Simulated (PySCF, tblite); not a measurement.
**C₇H₁₁F: a rotation path, then NMR shifts on frames**

Aim: move C₇H₁₁F (`FCC[C@H]1CC12CC2`) away from its starting geometry and see how NMR shifts follow the geometry.

The runs use tblite 0.8.0 and PySCF 2.14.0, with density-fitted response routines of our own; the level of theory stands in each step. All values are computed, except where a source is named. Atoms are numbered from 0 throughout.

### Step 1. Starting geometry

19 atoms, charge 0, multiplicity 1; geometry from: GFN2-xTB.

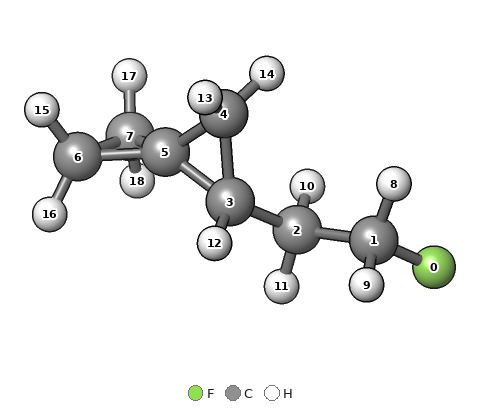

As it starts; fluorine green, carbon grey, hydrogen white, atoms numbered.

### Step 2. The rotation path with GFN2-xTB

Job settings and geometry (Å):

```
{"job": {"kind": "neb", "xc": "GFN2-xTB", "basis": "xTB", "atoms": [0, 1, 2, 3], "turn": 120}, "charge": 0, "multiplicity": 1}
F      3.708998    -0.675254    -0.131433
C      2.664060     0.203957    -0.292181
C      1.385010    -0.375670     0.298370
C      0.236254     0.594651     0.147601
C     -0.509493     0.669941    -1.171823
C     -1.149994     0.089352     0.029188
C     -2.428703     0.221954     0.759113
C     -1.889735    -1.141059     0.381551
H      2.563884     0.382454    -1.367596
H      2.954687     1.131289     0.212615
H      1.147881    -1.312746    -0.208923
H      1.553801    -0.598247     1.355018
H      0.380135     1.530685     0.677092
H     -0.839226     1.637527    -1.522186
H     -0.203730     0.002310    -1.964698
H     -3.291374     0.595277     0.226154
H     -2.402737     0.510991     1.800011
H     -2.389911    -1.688505    -0.404426
H     -1.499609    -1.769657     1.169089
```

Method: GFN2-xTB climbing-image nudged elastic band, gas phase.

Run with:

```console
$ OMP_NUM_THREADS=1 python probes_run.py task.json out
```

This one command runs all jobs of the session in turn.

The log of the run:

```text
image   E - E0 / eV
  0      -0.0000
  1       0.0093
  2       0.0345
  3       0.0646
  4       0.0838
  5       0.0809
  6       0.0589
  7       0.0326
  8       0.0207
```

Run time: 3.5 s. Hardware: 1 thread of Intel Xeon Platinum 8488C, shared host; peak memory 0.19 GiB.

The final band, with the dihedral F0–C1–C2–C3:

| image | dihedral (°) | energy (eV) | energy (kcal/mol) |
| --- | --- | --- | --- |
| 0 | 179 | 0.000 | 0.0 |
| 1 | 193 | 0.009 | 0.2 |
| 2 | 207 | 0.034 | 0.8 |
| 3 | 221 | 0.065 | 1.5 |
| 4 | 236 | 0.084 | 1.9 |
| 5 | 250 | 0.081 | 1.9 |
| 6 | 264 | 0.059 | 1.4 |
| 7 | 277 | 0.033 | 0.8 |
| 8 | 291 | 0.021 | 0.5 |

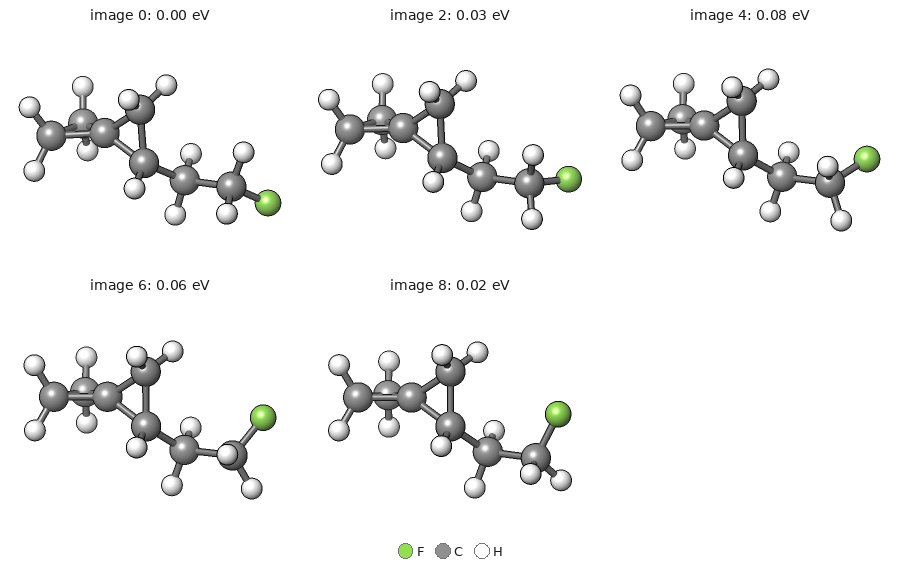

Images along the band.

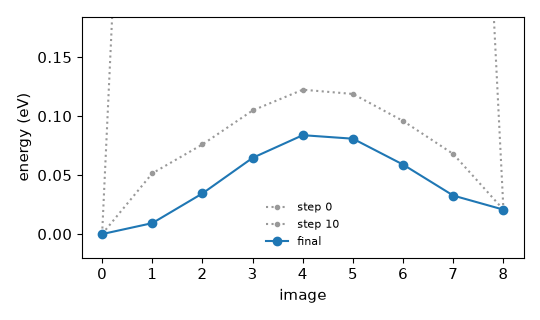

Energy along the band, early and final.

### Step 3. Nuclear shieldings: image 0, PBE0/pcSseg-1

Job settings and geometry (Å):

```
{"job": {"kind": "nmr", "xc": "PBE0", "basis": "pcSseg-1", "pop": false}, "charge": 0, "multiplicity": 1}
F      3.709000    -0.675300    -0.131400
C      2.664100     0.204000    -0.292200
C      1.385000    -0.375700     0.298400
C      0.236300     0.594700     0.147600
C     -0.509500     0.669900    -1.171800
C     -1.150000     0.089400     0.029200
C     -2.428700     0.222000     0.759100
C     -1.889700    -1.141100     0.381600
H      2.563900     0.382500    -1.367600
H      2.954700     1.131300     0.212600
H      1.147900    -1.312700    -0.208900
H      1.553800    -0.598200     1.355000
H      0.380100     1.530700     0.677100
H     -0.839200     1.637500    -1.522200
H     -0.203700     0.002300    -1.964700
H     -3.291400     0.595300     0.226200
H     -2.402700     0.511000     1.800000
H     -2.389900    -1.688500    -0.404400
H     -1.499600    -1.769700     1.169100
```

Level: GIAO PBE0/pcSseg-1 NMR shielding, non-relativistic, gas phase.

The log of the run:

```text
coarse grid: 15512 points
cycle   1  E = -372.5550236486  dE =  1.189e+00  |g| = 5.304e-01  |ddm| = 3.800e+00
cycle   2  E = -372.5355123742  dE =  1.951e-02  |g| = 6.694e-01  |ddm| = 9.565e-01
cycle   3  E = -372.6136667659  dE = -7.815e-02  |g| = 6.482e-02  |ddm| = 5.341e-01
cycle   4  E = -372.6143133315  dE = -6.466e-04  |g| = 3.004e-02  |ddm| = 6.408e-02
cycle   5  E = -372.6145081728  dE = -1.948e-04  |g| = 3.941e-03  |ddm| = 2.772e-02
cycle   6  E = -372.6145108136  dE = -2.641e-06  |g| = 1.816e-03  |ddm| = 6.075e-03
final grid: 149152 points
cycle   7  E = -372.6692678752  dE = -4.985e-05  |g| = 9.803e-03  |ddm| = 3.564e-02
cycle   8  E = -372.6692552508  dE =  1.262e-05  |g| = 1.256e-02  |ddm| = 2.152e-02
cycle   9  E = -372.6692919365  dE = -3.669e-05  |g| = 1.259e-03  |ddm| = 1.231e-02
cycle  10  E = -372.6692922220  dE = -2.855e-07  |g| = 1.787e-04  |ddm| = 1.132e-03
cycle  11  E = -372.6692922270  dE = -4.949e-09  |g| = 5.479e-05  |ddm| = 1.871e-04
cycle  12  E = -372.6692922276  dE = -5.814e-10  |g| = 2.070e-05  |ddm| = 6.238e-05
converged SCF energy = -372.6692922276

GIAO shielding tensors (ppm)
atom      isotropic    diamagn.    paramagn.     s11        s22        s33       span
  0 F      417.340     467.680     -50.340    390.531    403.612    457.878     67.348
  1 C       99.819     244.082    -144.264     58.259     80.595    160.602    102.342
  2 C      149.242     245.566     -96.325    128.753    147.424    171.548     42.795
  3 C      170.207     251.239     -81.032    144.209    160.660    205.751     61.542
  4 C      171.997     252.175     -80.178    145.508    166.830    203.653     58.145
  5 C      171.507     253.185     -81.678    111.216    198.507    204.797     93.581
  6 C      177.362     253.495     -76.133    151.109    174.198    206.778     55.669
  7 C      179.608     251.171     -71.563    153.307    175.867    209.649     56.342
  8 H       26.871      29.291      -2.420     21.911     28.492     30.210      8.299
  9 H       26.899      28.703      -1.804     22.158     29.129     29.410      7.251
 10 H       30.537      31.730      -1.193     25.628     31.263     34.719      9.092
 11 H       29.440      30.658      -1.218     24.668     28.828     34.825     10.158
 12 H       30.899      33.280      -2.380     23.631     29.559     39.507     15.876
 13 H       30.842      32.195      -1.353     25.139     27.139     40.246     15.107
 14 H       31.306      32.825      -1.519     26.119     28.474     39.325     13.206
 15 H       30.871      30.361       0.510     24.798     27.287     40.529     15.732
 16 H       30.886      31.360      -0.474     24.645     27.962     40.052     15.407
 17 H       30.971      30.227       0.744     25.178     27.122     40.612     15.434
 18 H       30.842      31.336      -0.494     25.273     27.805     39.449     14.176
```

Run time: 33 s. Hardware: 1 thread of Intel Xeon Platinum 8488C, shared host; peak memory 0.85 GiB.

The references, computed at this level on geometries of the same kind, shield at (ppm): 1H TMS 31.72, 13C TMS 186.9, 19F CFCl3 170.9. Their shielding less the atom's gives the shift. The references are single molecules in the gas phase, so shifts against H2O, NH3, PH3, H3PO4 or CFCl3 are not on the usual liquid scales and can be off by tens of ppm. Each atom is listed at this fixed geometry, with no averaging over motion; a spectrum would average atoms that exchange fast.

| atoms | environment | σ (ppm) | δ (ppm) |
| --- | --- | --- | --- |
| C1 | sp3 CH2 bonded to F | 99.8 | 87.1 |
| C2 | sp3 CH2 | 149.2 | 37.7 |
| C3 | three-membered-ring carbon | 170.2 | 16.7 |
| C5 | three-membered-ring carbon | 171.5 | 15.4 |
| C4 | three-membered-ring carbon | 172.0 | 14.9 |
| C6 | three-membered-ring carbon | 177.4 | 9.6 |
| C7 | three-membered-ring carbon | 179.6 | 7.3 |
| H8 | hydrogen on an sp3 CH2 bonded to F | 26.87 | 4.85 |
| H9 | hydrogen on an sp3 CH2 bonded to F | 26.90 | 4.82 |
| H11 | hydrogen on an sp3 CH2 | 29.44 | 2.28 |
| H10 | hydrogen on an sp3 CH2 | 30.54 | 1.18 |
| H13 | hydrogen on a three-membered-ring carbon | 30.84 | 0.88 |
| H18 | hydrogen on a three-membered-ring carbon | 30.84 | 0.87 |
| H15 | hydrogen on a three-membered-ring carbon | 30.87 | 0.85 |
| H16 | hydrogen on a three-membered-ring carbon | 30.89 | 0.83 |
| H12 | hydrogen on a three-membered-ring carbon | 30.90 | 0.82 |
| H17 | hydrogen on a three-membered-ring carbon | 30.97 | 0.75 |
| H14 | hydrogen on a three-membered-ring carbon | 31.31 | 0.41 |
| F0 | fluorine on an sp3 carbon | 417.3 | -246.4 |

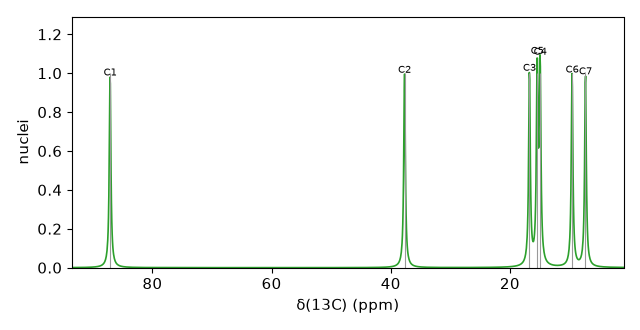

13C lines at the computed shifts, without couplings. Lines are broadened to a width of 0.32 ppm (Lorentzian).

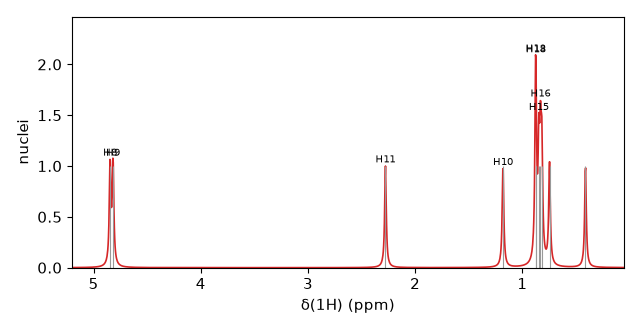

1H lines at the computed shifts, without couplings. Lines are broadened to a width of 0.02 ppm (Lorentzian).

Ring of atoms C3, C4, C5: NICS(0) -40.7, NICS(1) -6.9, NICS(1)zz -19.2 ppm (means of both faces).

In rings of three or four atoms NICS is ruled by the nearby σ bonds, so it says little on aromaticity.

Ring of atoms C5, C6, C7: NICS(0) -40.4, NICS(1) -6.8, NICS(1)zz -19.6 ppm (means of both faces).

In rings of three or four atoms NICS is ruled by the nearby σ bonds, so it says little on aromaticity.

### Step 4. NMR shieldings: image 2, PBE0/pcSseg-1

Job settings and geometry (Å):

```
{"job": {"kind": "nmr", "xc": "PBE0", "basis": "pcSseg-1", "pop": false}, "charge": 0, "multiplicity": 1}
F      3.520400    -0.794000    -0.609900
C      2.669800     0.225300    -0.250800
C      1.381200    -0.337000     0.344500
C      0.229000     0.619000     0.139000
C     -0.496300     0.612900    -1.194200
C     -1.150300     0.094700     0.026400
C     -2.447200     0.223900     0.722500
C     -1.865600    -1.138700     0.414600
H      2.460300     0.793700    -1.162900
H      3.219300     0.852600     0.458300
H      1.156300    -1.279600    -0.158900
H      1.518600    -0.548100     1.407200
H      0.368000     1.583500     0.616800
H     -0.826100     1.553900    -1.608900
H     -0.178000    -0.104100    -1.937900
H     -3.309600     0.550600     0.158700
H     -2.449400     0.553600     1.750800
H     -2.333300    -1.730600    -0.358700
H     -1.477000    -1.722500     1.236100
```

Method: GIAO PBE0/pcSseg-1 NMR shielding, non-relativistic, gas phase.

The log of the run:

```text
coarse grid: 15512 points
cycle   1  E = -372.5522572181  dE =  1.195e+00  |g| = 5.331e-01  |ddm| = 3.796e+00
cycle   2  E = -372.5315501839  dE =  2.071e-02  |g| = 6.762e-01  |ddm| = 9.481e-01
cycle   3  E = -372.6115324196  dE = -7.998e-02  |g| = 6.482e-02  |ddm| = 5.292e-01
cycle   4  E = -372.6121819815  dE = -6.496e-04  |g| = 3.006e-02  |ddm| = 6.375e-02
cycle   5  E = -372.6123769806  dE = -1.950e-04  |g| = 3.959e-03  |ddm| = 2.714e-02
cycle   6  E = -372.6123796687  dE = -2.688e-06  |g| = 1.760e-03  |ddm| = 6.153e-03
final grid: 149152 points
cycle   7  E = -372.6669503385  dE = -5.148e-05  |g| = 9.743e-03  |ddm| = 3.707e-02
cycle   8  E = -372.6669383621  dE =  1.198e-05  |g| = 1.235e-02  |ddm| = 2.145e-02
cycle   9  E = -372.6669743454  dE = -3.598e-05  |g| = 1.234e-03  |ddm| = 1.213e-02
cycle  10  E = -372.6669746210  dE = -2.756e-07  |g| = 1.878e-04  |ddm| = 1.108e-03
cycle  11  E = -372.6669746266  dE = -5.615e-09  |g| = 5.342e-05  |ddm| = 1.942e-04
cycle  12  E = -372.6669746271  dE = -5.334e-10  |g| = 2.147e-05  |ddm| = 6.370e-05
converged SCF energy = -372.6669746271

GIAO shielding tensors (ppm)
atom      isotropic    diamagn.    paramagn.     s11        s22        s33       span
  0 F      410.093     468.616     -58.524    368.665    393.457    468.157     99.492
  1 C       99.535     243.378    -143.844     59.144     81.658    157.802     98.658
  2 C      148.584     246.122     -97.538    123.619    151.605    170.527     46.908
  3 C      168.279     251.053     -82.775    139.119    164.341    201.376     62.257
  4 C      171.628     251.960     -80.331    144.955    165.807    204.123     59.168
  5 C      169.884     253.205     -83.321    110.747    195.024    203.882     93.134
  6 C      177.428     253.488     -76.060    151.286    174.336    206.661     55.375
  7 C      179.659     251.316     -71.657    152.873    175.872    210.232     57.359
  8 H       26.932      29.307      -2.376     22.092     28.066     30.638      8.546
  9 H       26.703      28.126      -1.424     22.435     28.024     29.649      7.214
 10 H       30.694      31.866      -1.172     25.561     31.332     35.189      9.629
 11 H       29.248      30.763      -1.515     24.330     28.833     34.582     10.252
 12 H       30.880      33.127      -2.247     23.747     29.587     39.306     15.560
 13 H       30.780      32.135      -1.355     25.085     27.082     40.174     15.090
 14 H       31.198      32.699      -1.501     25.928     28.514     39.151     13.224
 15 H       30.832      30.325       0.507     24.767     27.231     40.499     15.732
 16 H       30.896      31.336      -0.440     24.647     27.942     40.098     15.450
 17 H       30.985      30.330       0.655     25.226     27.168     40.562     15.336
 18 H       30.886      31.409      -0.523     25.326     27.823     39.509     14.183
```

Wall time 32 s (1 thread of Intel Xeon Platinum 8488C, shared host); peak memory 0.87 GiB.

In short: δ C1 87.4, C2 38.3, C3 18.6, C5 17.0, H9 5.01, H8 4.79 ppm.

(Part 1 of 2 ends here.)
